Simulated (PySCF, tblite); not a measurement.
# C₄H₁₅NOSi₂: geometry, infrared bands and NMR shifts

What infrared bands and NMR shifts should C₄H₁₅NOSi₂ (`CC(C)[Si@@](C)(O)[SiH2]N`) show?

Computed with tblite 0.8.0 and PySCF 2.14.0, with density-fitted response routines of our own, on a single molecule in the gas phase. Atoms count from 0, in the outputs and in this text.

## Step 1: Starting geometry

23 atoms, charge 0, multiplicity 1; geometry from: force field or distance geometry start.

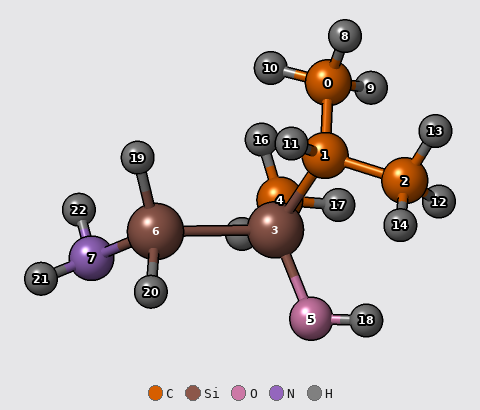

As it starts; carbon orange, silicon brown, oxygen pink, nitrogen purple, hydrogen grey, atoms numbered; sticks join atoms by distance.

## Step 2: Geometry optimisation with GFN2-xTB

Job settings and geometry (Å):

```
{"job": {"kind": "relax", "xc": "GFN2-xTB", "basis": "xTB"}, "charge": 0, "multiplicity": 1}
C      1.789300    -0.471100    -1.034700
C      1.225000     0.577900    -0.096400
C      2.223300     0.918500     1.020000
Si    -0.409000    -0.008100     0.576000
C     -0.452200    -1.872800     0.368000
O     -0.688000     0.461800     2.192600
Si    -1.987500     0.968900    -0.671000
N     -3.442000    -0.058700    -0.797900
H      2.615900    -0.019800    -1.604900
H      2.177400    -1.324800    -0.455300
H      1.011300    -0.799400    -1.780900
H      1.052300     1.491800    -0.693700
H      2.329700     0.084900     1.747300
H      3.227100     1.088100     0.570000
H      1.908600     1.855100     1.539600
H     -1.459100    -2.295600     0.542400
H     -0.144000    -2.068000    -0.683200
H      0.253700    -2.368300     1.064500
H      0.127400     0.536500     2.749400
H     -1.415800     1.308500    -1.971700
H     -2.402300     2.199800     0.048700
H     -4.266000     0.552400    -1.049600
H     -3.279700    -0.730500    -1.568900
```

Command:

```console
$ OMP_NUM_THREADS=1 python probes_run.py task.json out
```

The driver reads the jobs from task.json and runs them one after another.

The program printed:

```text
step      E/eV     max force
  0    -725.90000    2.438
  1    -726.19050    0.988
  2    -726.27816    0.576
  3    -726.30905    0.433
  4    -726.35972    0.424
  5    -726.37879    0.373
  6    -726.41538    0.390
  7    -726.44099    0.484
  8    -726.46057    0.321
  9    -726.47034    0.219
 10    -726.47952    0.203
 11    -726.49045    0.321
 12    -726.50133    0.325
 13    -726.50974    0.183
 14    -726.51608    0.173
 15    -726.52281    0.214
 16    -726.53123    0.309
 17    -726.53892    0.238
 18    -726.54391    0.142
 19    -726.54761    0.142
 20    -726.55188    0.172
 21    -726.55703    0.228
 22    -726.56206    0.198
 23    -726.56587    0.118
 24    -726.56875    0.119
 25    -726.57184    0.148
 26    -726.57617    0.207
 27    -726.58185    0.200
 28    -726.58769    0.200
 29    -726.59207    0.142
 30    -726.59456    0.175
 31    -726.59659    0.142
 32    -726.59840    0.107
 33    -726.60080    0.096
 34    -726.60181    0.080
 35    -726.60284    0.070
 36    -726.60355    0.067
 37    -726.60424    0.069
 38    -726.60478    0.061
 39    -726.60529    0.049
 40    -726.60579    0.053
 41    -726.60633    0.056
 42    -726.60686    0.060
 43    -726.60737    0.065
 44    -726.60788    0.051
 45    -726.60843    0.067
 46    -726.60906    0.067
 47    -726.60975    0.063
 48    -726.61045    0.054
 49    -726.61113    0.063
 50    -726.61172    0.058
 51    -726.61219    0.053
 52    -726.61257    0.046
 53    -726.61291    0.038
 54    -726.61324    0.040
 55    -726.61360    0.043
 56    -726.61404    0.056
 57    -726.61460    0.062
 58    -726.61519    0.056
 59    -726.61567    0.045
 60    -726.61600    0.036
 61    -726.61630    0.038
 62    -726.61661    0.048
 63    -726.61690    0.043
 64    -726.61713    0.036
 65    -726.61733    0.035
 66    -726.61758    0.043
 67    -726.61797    0.067
 68    -726.61853    0.072
 69    -726.61915    0.063
 70    -726.61975    0.064
 71    -726.62033    0.060
 72    -726.62095    0.068
 73    -726.62160    0.055
 74    -726.62218    0.060
 75    -726.62275    0.060
 76    -726.62348    0.078
 77    -726.62452    0.088
 78    -726.62554    0.064
 79    -726.62628    0.054
 80    -726.62679    0.051
 81    -726.62740    0.079
 82    -726.62813    0.074
 83    -726.62903    0.056
 84    -726.62964    0.053
 85    -726.63027    0.067
 86    -726.63106    0.085
 87    -726.63194    0.076
 88    -726.63258    0.047
 89    -726.63295    0.036
 90    -726.63325    0.039
 91    -726.63367    0.047
 92    -726.63429    0.059
 93    -726.63515    0.071
 94    -726.63608    0.070
 95    -726.63694    0.056
 96    -726.63762    0.065
 97    -726.63831    0.055
 98    -726.63894    0.054
 99    -726.63952    0.043
100    -726.63997    0.045
101    -726.64033    0.039
102    -726.64075    0.053
103    -726.64131    0.066
104    -726.64205    0.062
105    -726.64282    0.064
106    -726.64349    0.056
107    -726.64404    0.058
108    -726.64460    0.062
109    -726.64520    0.057
110    -726.64584    0.043
111    -726.64628    0.045
112    -726.64680    0.053
113    -726.64726    0.056
114    -726.64777    0.066
115    -726.64838    0.082
116    -726.64921    0.086
117    -726.65015    0.068
118    -726.65095    0.052
119    -726.65146    0.051
120    -726.65185    0.064
121    -726.65238    0.062
122    -726.65347    0.054
123    -726.65453    0.055
124    -726.65535    0.054
125    -726.65592    0.054
126    -726.65637    0.043
127    -726.65671    0.042
128    -726.65697    0.049
129    -726.65719    0.040
130    -726.65743    0.038
131    -726.65770    0.031
132    -726.65801    0.031
133    -726.65828    0.032
134    -726.65850    0.029
135    -726.65865    0.024
136    -726.65875    0.018
137    -726.65884    0.020
138    -726.65895    0.021
139    -726.65909    0.025
140    -726.65926    0.028
141    -726.65945    0.029
142    -726.65967    0.033
143    -726.65996    0.040
144    -726.66033    0.052
145    -726.66072    0.051
146    -726.66107    0.038
147    -726.66135    0.035
148    -726.66160    0.035
149    -726.66189    0.043
150    -726.66220    0.041
151    -726.66249    0.041
152    -726.66270    0.032
153    -726.66288    0.024
154    -726.66301    0.023
155    -726.66317    0.028
156    -726.66333    0.032
157    -726.66352    0.026
158    -726.66371    0.028
159    -726.66386    0.029
160    -726.66402    0.022
161    -726.66421    0.023
162    -726.66437    0.031
163    -726.66450    0.025
164    -726.66458    0.017
165    -726.66465    0.016
166    -726.66472    0.018
167    -726.66486    0.025
168    -726.66499    0.028
169    -726.66512    0.022
170    -726.66527    0.029
171    -726.66547    0.036
172    -726.66572    0.044
173    -726.66601    0.042
174    -726.66633    0.045
175    -726.66671    0.039
176    -726.66713    0.058
177    -726.66763    0.046
178    -726.66808    0.047
179    -726.66855    0.047
180    -726.66887    0.035
181    -726.66917    0.035
182    -726.66932    0.027
183    -726.66949    0.025
184    -726.66968    0.022
185    -726.66989    0.035
186    -726.67008    0.036
187    -726.67024    0.033
188    -726.67040    0.020
189    -726.67054    0.026
190    -726.67065    0.030
191    -726.67073    0.021
192    -726.67080    0.017
193    -726.67090    0.018
194    -726.67098    0.014
195    -726.67106    0.015
196    -726.67113    0.014
197    -726.67121    0.018
198    -726.67131    0.022
199    -726.67140    0.018
200    -726.67148    0.023
201    -726.67156    0.026
202    -726.67173    0.027
203    -726.67190    0.032
204    -726.67218    0.036
205    -726.67246    0.038
206    -726.67274    0.047
207    -726.67298    0.041
208    -726.67317    0.028
209    -726.67329    0.035
210    -726.67337    0.017
211    -726.67340    0.032
212    -726.67348    0.017
213    -726.67353    0.012
214    -726.67360    0.017
215    -726.67366    0.017
216    -726.67374    0.017
217    -726.67385    0.019
218    -726.67397    0.021
219    -726.67408    0.022
220    -726.67421    0.024
221    -726.67435    0.024
222    -726.67450    0.025
223    -726.67462    0.024
224    -726.67474    0.022
225    -726.67486    0.029
226    -726.67499    0.026
227    -726.67511    0.032
228    -726.67522    0.021
229    -726.67535    0.026
230    -726.67550    0.025
231    -726.67565    0.038
232    -726.67584    0.041
233    -726.67602    0.026
234    -726.67629    0.030
235    -726.67648    0.042
236    -726.67677    0.053
237    -726.67712    0.047
238    -726.67740    0.047
239    -726.67759    0.051
240    -726.67780    0.040
241    -726.67797    0.036
242    -726.67813    0.029
243    -726.67826    0.025
244    -726.67835    0.025
245    -726.67850    0.030
246    -726.67866    0.033
247    -726.67889    0.027
248    -726.67908    0.031
249    -726.67927    0.040
250    -726.67951    0.037
251    -726.67988    0.051
252    -726.68014    0.047
253    -726.68039    0.034
254    -726.68054    0.031
255    -726.68060    0.023
256    -726.68069    0.017
257    -726.68076    0.013
258    -726.68082    0.018
259    -726.68086    0.020
260    -726.68089    0.014
261    -726.68092    0.015
262    -726.68094    0.010
```

It took 4.5 s on 1 thread of Arm Neoverse N1, shared host.

Step by step: (not every step is listed)

| step | energy from step 0 (eV) | largest force (eV/Å) |
| --- | --- | --- |
| 0 | 0.0000 | 2.4377 |
| 1 | -0.2905 | 0.9878 |
| 2 | -0.3782 | 0.5765 |
| 3 | -0.4090 | 0.4334 |
| 4 | -0.4597 | 0.4241 |
| 5 | -0.4788 | 0.3729 |
| 6 | -0.5154 | 0.3901 |
| 7 | -0.5410 | 0.4836 |
| 8 | -0.5606 | 0.3214 |
| 32 | -0.6984 | 0.1068 |
| 56 | -0.7140 | 0.0556 |
| 80 | -0.7268 | 0.0506 |
| 104 | -0.7421 | 0.0619 |
| 128 | -0.7570 | 0.0486 |
| 152 | -0.7627 | 0.0320 |
| 176 | -0.7671 | 0.0581 |
| 200 | -0.7715 | 0.0232 |
| 224 | -0.7747 | 0.0217 |
| 248 | -0.7791 | 0.0311 |
| 257 | -0.7808 | 0.0130 |
| 258 | -0.7808 | 0.0180 |
| 259 | -0.7809 | 0.0204 |
| 260 | -0.7809 | 0.0140 |
| 261 | -0.7809 | 0.0145 |
| 262 | -0.7809 | 0.0099 |

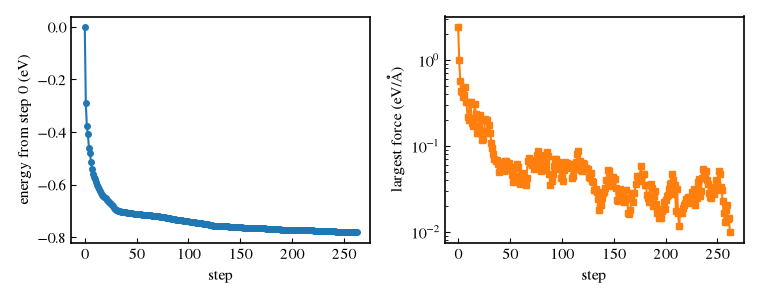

Energy and force, step by step.

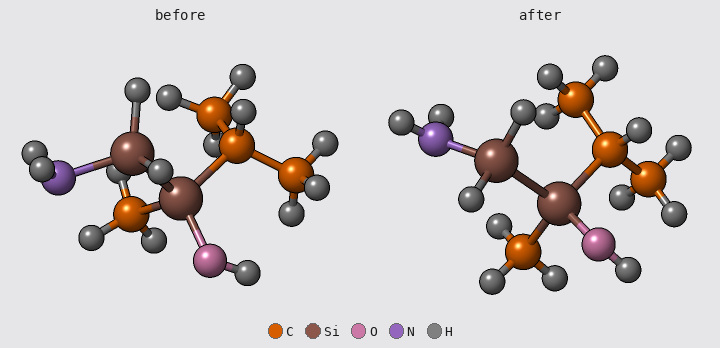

Before and after, at one scale.

Close pairs (by a distance rule), those that changed most:

| bond | before (Å) | after (Å) | change (Å) |
| --- | --- | --- | --- |
| C1–Si3 | 1.862 | 1.932 | +0.070 |
| Si3–O5 | 1.706 | 1.642 | -0.064 |
| Si3–Si6 | 2.236 | 2.299 | +0.063 |
| Si6–N7 | 1.785 | 1.729 | -0.056 |
| N7–H21 | 1.056 | 1.007 | -0.049 |
| C0–H10 | 1.127 | 1.088 | -0.038 |
| Si3–C4 | 1.877 | 1.914 | +0.037 |
| O5–H18 | 0.990 | 0.955 | -0.036 |

The end geometry stands in the next job.

## Step 3: Vibrational analysis with GFN2-xTB

Job settings and geometry (Å):

```
{"job": {"kind": "ir", "xc": "GFN2-xTB", "basis": "xTB"}, "charge": 0, "multiplicity": 1}
C      1.388324    -0.025552    -1.450600
C      1.281989     0.576355    -0.052125
C      2.409591     0.042559     0.829765
Si    -0.468356     0.296036     0.715293
C     -0.546801    -1.517076     1.322321
O     -0.654076     1.308502     1.994703
Si    -2.210789     0.968521    -0.625226
N     -2.560373    -0.359515    -1.676234
H      2.362322     0.185042    -1.891828
H      1.262796    -1.105981    -1.411617
H      0.622170     0.386605    -2.104772
H      1.428338     1.658720    -0.148787
H      2.340339    -1.038685     0.926832
H      3.382539     0.279921     0.399544
H      2.367909     0.481126     1.825504
H     -1.534942    -1.739181     1.715427
H     -0.355370    -2.220898     0.518564
H      0.171677    -1.718878     2.114064
H     -0.096389     1.252489     2.767352
H     -1.935732     2.229116    -1.354029
H     -3.495345     1.194430     0.047040
H     -3.357175    -0.289310    -2.287964
H     -1.807399    -0.817360    -2.163148
```

The program printed:

```text
mode    cm-1     km/mol
  1      29.2      0.86
  2      38.7      0.80
  3      86.8      1.68
  4      98.9      0.10
  5     112.9      0.04
  6     152.4      1.19
  7     176.4      0.31
  8     184.3      3.04
  9     199.1     12.91
 10     219.7      9.46
 11     233.9      2.66
 12     246.4      4.89
 13     269.2     80.85
 14     281.2     50.90
 15     310.9      8.13
 16     409.8      8.60
 17     433.3     23.50
 18     472.3     17.11
 19     529.8    154.42
 20     587.8     59.11
 21     623.0     52.58
 22     692.9    201.13
 23     719.1    101.19
 24     767.3     95.89
 25     798.1     42.24
 26     815.3    339.50
 27     825.1     64.19
 28     838.3    250.45
 29     865.5    123.39
 30     882.7    217.56
 31     943.4     10.58
 32     945.6     10.96
 33     993.1      0.57
 34    1037.5      9.61
 35    1132.6      1.18
 36    1180.0      1.77
 37    1279.0      4.68
 38    1315.9      0.39
 39    1373.9     11.46
 40    1409.5      0.94
 41    1422.3      0.15
 42    1488.5      0.71
 43    1494.6      0.63
 44    1504.7      0.16
 45    1513.1      1.50
 46    1514.7      1.63
 47    1519.9      3.43
 48    1537.9     37.34
 49    2075.7    422.82
 50    2211.0    293.53
 51    2912.4     55.12
 52    2995.0     20.99
 53    3001.1    104.88
 54    3012.8     16.34
 55    3013.4     58.38
 56    3017.2     42.63
 57    3023.5     35.40
 58    3030.3     48.05
 59    3037.1     33.06
 60    3048.5     23.09
 61    3475.0      0.07
 62    3507.5      4.88
 63    3635.3      0.34
```

Wall time 2.1 s (1 thread of Arm Neoverse N1, shared host).

The strongest bands and the atoms that carry them (share of the mass-weighted mode):

| cm⁻¹ | km/mol | atoms |
| --- | --- | --- |
| 530 | 154.4 | H21 40 %, H22 33 %, N7 16 % |
| 693 | 201.1 | H19 42 %, H20 31 % |
| 815 | 339.5 | H17 24 %, H15 22 %, H18 17 %, C4 11 % |
| 838 | 250.4 | H19 23 %, H20 18 %, H22 14 %, H21 11 % |
| 866 | 123.4 | Si3 32 %, O5 28 % |
| 883 | 217.6 | N7 46 %, Si6 36 % |
| 2076 | 422.8 | H19 95 % |
| 2211 | 293.5 | H20 95 % |

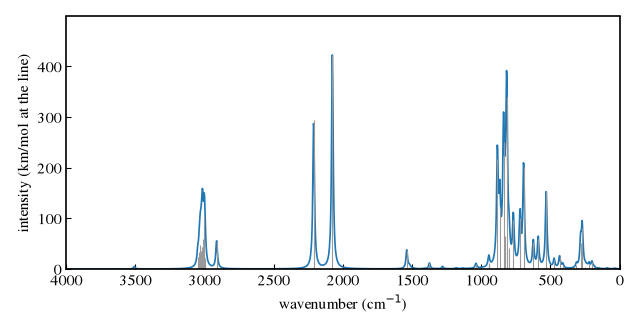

The infrared spectrum from these modes, unscaled. Lines are broadened to a width of 14 cm⁻¹ (Lorentzian).

## Step 4: NMR shieldings: PBE0/pcSseg-1

Same as in step 3 but for these lines:

```diff
@@ -1,2 +1,2 @@
-{"job": {"kind": "ir", "xc": "GFN2-xTB", "basis": "xTB"}, "charge": 0, "multiplicity": 1}
+{"job": {"kind": "nmr", "xc": "PBE0", "basis": "pcSseg-1"}, "charge": 0, "multiplicity": 1}
 C      1.388324    -0.025552    -1.450600
```

Level: GIAO PBE0/pcSseg-1 NMR shielding, non-relativistic, gas phase.

The program printed:

```text
coarse grid: 19040 points
cycle   1  E = -869.6333439075  dE =  5.652e-01  |g| = 9.019e-01  |ddm| = 4.127e+00
cycle   2  E = -869.4897974246  dE =  1.435e-01  |g| = 1.252e+00  |ddm| = 1.976e+00
cycle   3  E = -869.7965821945  dE = -3.068e-01  |g| = 1.168e-01  |ddm| = 1.344e+00
cycle   4  E = -869.7990621683  dE = -2.480e-03  |g| = 4.366e-02  |ddm| = 1.292e-01
cycle   5  E = -869.7994906920  dE = -4.285e-04  |g| = 9.558e-03  |ddm| = 4.726e-02
cycle   6  E = -869.7995102331  dE = -1.954e-05  |g| = 3.610e-03  |ddm| = 1.331e-02
cycle   7  E = -869.7995128385  dE = -2.605e-06  |g| = 6.220e-04  |ddm| = 3.247e-03
final grid: 171464 points
cycle   8  E = -869.8532959910  dE = -4.156e-05  |g| = 1.126e-02  |ddm| = 2.967e-02
cycle   9  E = -869.8532707028  dE =  2.529e-05  |g| = 1.555e-02  |ddm| = 2.252e-02
cycle  10  E = -869.8533250781  dE = -5.438e-05  |g| = 1.388e-03  |ddm| = 1.410e-02
cycle  11  E = -869.8533254434  dE = -3.654e-07  |g| = 2.690e-04  |ddm| = 1.393e-03
cycle  12  E = -869.8533254562  dE = -1.282e-08  |g| = 7.543e-05  |ddm| = 2.915e-04
cycle  13  E = -869.8533254574  dE = -1.123e-09  |g| = 2.640e-05  |ddm| = 9.401e-05
cycle  14  E = -869.8533254575  dE = -1.412e-10  |g| = 6.012e-06  |ddm| = 2.652e-05
converged SCF energy = -869.8533254575

GIAO shielding tensors (ppm)
atom      isotropic    diamagn.    paramagn.     s11        s22        s33       span
  0 C      168.068     250.901     -82.833    154.541    162.305    187.358     32.817
  1 C      163.546     254.619     -91.073    154.342    167.095    169.201     14.860
  2 C      167.942     248.478     -80.536    157.203    160.579    186.043     28.841
  3 Si     332.787     880.677    -547.890    311.570    323.119    363.671     52.101
  4 C      189.260     257.230     -67.970    180.572    191.679    195.528     14.956
  5 O      305.887     387.737     -81.851    277.495    315.386    324.778     47.283
  6 Si     404.364     880.317    -475.953    360.678    379.395    473.020    112.342
  7 N      269.045     317.711     -48.666    228.621    264.174    314.339     85.717
  8 H       30.556      31.161      -0.604     26.155     27.826     37.689     11.534
  9 H       31.191      33.529      -2.339     27.694     30.096     35.782      8.089
 10 H       30.544      33.104      -2.560     25.267     29.534     36.833     11.566
 11 H       30.646      34.364      -3.718     27.201     28.744     35.994      8.793
 12 H       30.959      32.208      -1.249     26.566     30.565     35.746      9.180
 13 H       30.523      30.155       0.368     25.847     27.980     37.741     11.894
 14 H       30.603      31.498      -0.895     25.634     29.057     37.117     11.483
 15 H       31.225      31.090       0.134     26.724     28.606     38.344     11.620
 16 H       31.796      33.912      -2.116     27.838     29.717     37.832      9.994
 17 H       31.504      32.463      -0.958     26.695     30.241     37.577     10.883
 18 H       30.651      32.378      -1.727     22.417     26.089     43.447     21.030
 19 H       26.592      30.003      -3.411     23.416     24.832     31.528      8.112
 20 H       26.802      29.204      -2.403     23.633     25.295     31.476      7.844
 21 H       31.941      28.584       3.357     23.458     27.374     44.992     21.534
 22 H       32.419      34.137      -1.717     24.109     30.720     42.429     18.320
```

Run time: 96 s. Hardware: 1 thread of Arm Neoverse N1, shared host; peak memory 0.95 GiB.

The references, computed at this level on geometries of the same kind, shield at (ppm): ¹H TMS 31.72, ¹³C TMS 186.9, ²⁹Si TMS 349.2, ¹⁵N NH3 267.7, ¹⁷O H2O 336.1. Their shielding less the atom's gives the shift. The references are single molecules in the gas phase, so shifts against H2O, NH3, PH3, H3PO4 or CFCl3 are not on the usual liquid scales and can be off by tens of ppm. Atoms listed in one row are averaged.

| atoms | environment | σ (ppm) | δ (ppm) | δ scaled to CDCl3 |
| --- | --- | --- | --- | --- |
| C1 | sp3 CH bonded to Si | 163.5 | 23.4 | 20.9 |
| C2 | methyl carbon | 167.9 | 19.0 | 16.6 |
| C0 | methyl carbon | 168.1 | 18.9 | 16.5 |
| C4 | methyl carbon bonded to Si | 189.3 | -2.3 | -4.2 |
| H19 | hydrogen on a silicon bonded to N, Si | 26.59 | 5.12 | – |
| H20 | hydrogen on a silicon bonded to N, Si | 26.80 | 4.92 | – |
| H11 | hydrogen on an sp3 CH bonded to Si | 30.65 | 1.07 | 1.11 |
| H18 | hydrogen on an oxygen bonded to Si | 30.65 | 1.07 | – |
| H12, H13, H14 | hydrogen on a methyl carbon | 30.69 | 1.02 | 1.07 |
| H8, H9, H10 | hydrogen on a methyl carbon | 30.76 | 0.95 | 1.00 |
| H15, H16, H17 | hydrogen on a methyl carbon bonded to Si | 31.51 | 0.21 | 0.30 |
| H21, H22 | hydrogen on a nitrogen bonded to Si | 32.18 | -0.46 | – |
| Si3 | silicon bonded to 2 C, O, Si | 332.8 | 16.4 | – |
| Si6 | silicon bonded to N, Si, 2 H | 404.4 | -55.2 | – |
| O5 | oxygen bonded to Si, H | 305.9 | 30.2 | – |
| N7 | nitrogen bonded to Si, 2 H | 269.0 | -1.3 | – |

The scaled column applies a straight-line fit of computed shieldings to shifts measured in CDCl3 (root-mean-square error 0.16 ppm for H, 1.9 ppm for C).

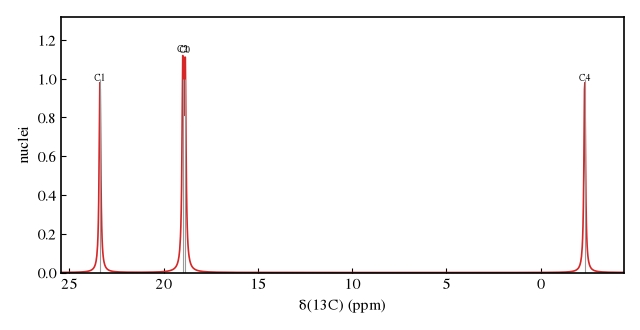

¹³C lines at the computed shifts, without couplings. Lines are broadened to a width of 0.10 ppm (Lorentzian).

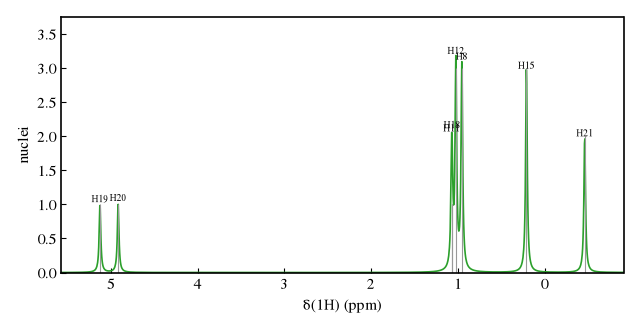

¹H lines at the computed shifts, without couplings. Lines are broadened to a width of 0.02 ppm (Lorentzian).

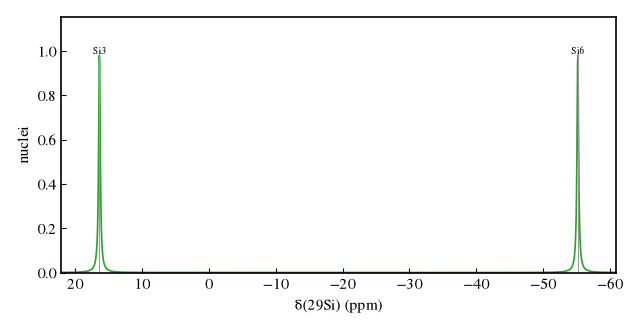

²⁹Si lines at the computed shifts, without couplings. Lines are broadened to a width of 0.29 ppm (Lorentzian).

Charges from the same density, by scheme (e):

| atoms | Mulliken | IAO | Hirshfeld | ESP fit |
| --- | --- | --- | --- | --- |
| C0 | -0.26 | -0.41 | -0.12 | -0.51 |
| C1 | -0.62 | -0.38 | -0.11 | 0.24 |
| C2 | -0.24 | -0.41 | -0.12 | -0.40 |
| Si3 | 0.83 | 0.99 | 0.36 | 0.57 |
| C4 | -0.64 | -0.73 | -0.22 | -0.56 |
| O5 | -0.56 | -0.79 | -0.31 | -0.82 |
| Si6 | 0.47 | 0.59 | 0.27 | 0.58 |
| N7 | -0.64 | -0.84 | -0.32 | -1.07 |

Hirshfeld charges:

C0 -0.12; C1 -0.11; C2 -0.12; Si3 0.36; C4 -0.22; O5 -0.31; Si6 0.27; N7 -0.32; H8 0.04; H9 0.04; H10 0.04; H11 0.03; H12 0.04; H13 0.04; H14 0.03; H15 0.04; H16 0.04; H17 0.04; H18 0.17; H19 -0.10; H20 -0.08; H21 0.11; H22 0.11

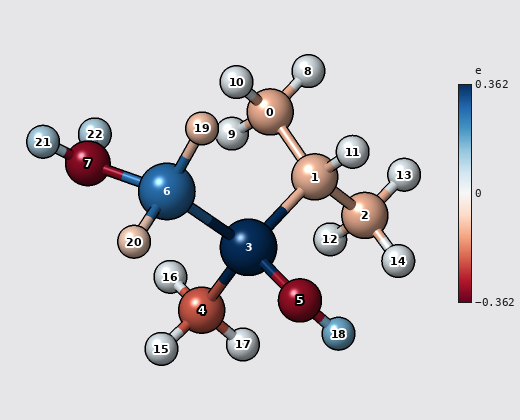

Hirshfeld charges, as colours on the atoms.

Mayer bond orders: C0–C1 1.03, C1–C2 1.04, C1–Si3 0.82, Si3–C4 0.92, Si3–O5 1.03, Si3–Si6 0.92, Si6–N7 1.01.

## Step 5: What came out

| quantity | value |
| --- | --- |
| strongest single infrared mode (GFN2-xTB) | 2076 cm⁻¹, 423 km/mol |
| zero-point energy (GFN2-xTB) | 116.5 kcal/mol |
| ¹³C shifts against TMS (PBE0/pcSseg-1) | 23.4, 19.0, 18.9, -2.3 ppm |
| ¹H shifts against TMS (PBE0/pcSseg-1, means over atoms taken as alike) | 5.12, 4.92, 1.07, 1.07, 1.02, 0.95, 0.21, -0.46 ppm |
| ²⁹Si shifts against TMS (PBE0/pcSseg-1) | 16.4, -55.2 ppm |
| ¹⁷O shifts against H2O (PBE0/pcSseg-1) | 30.2 ppm |
| ¹⁵N shifts against NH3 (PBE0/pcSseg-1) | -1.3 ppm |

**Reading.** The optimisation took 262 steps and gained 0.781 eV; among the close pairs (by a distance rule), C1–Si3 changed most, from 1.862 to 1.932 Å. All 63 modes are real, so the xTB geometry is a minimum. The strongest single mode, at 2076 cm⁻¹, moves mainly H19. GFN2-xTB is a fitted tight-binding method: band positions and strengths are rough. Its intensities can rank the bands wrongly. At PBE0/pcSseg-1: The largest span, 112 ppm, is at Si6, where the paramagnetic term is -476 ppm.
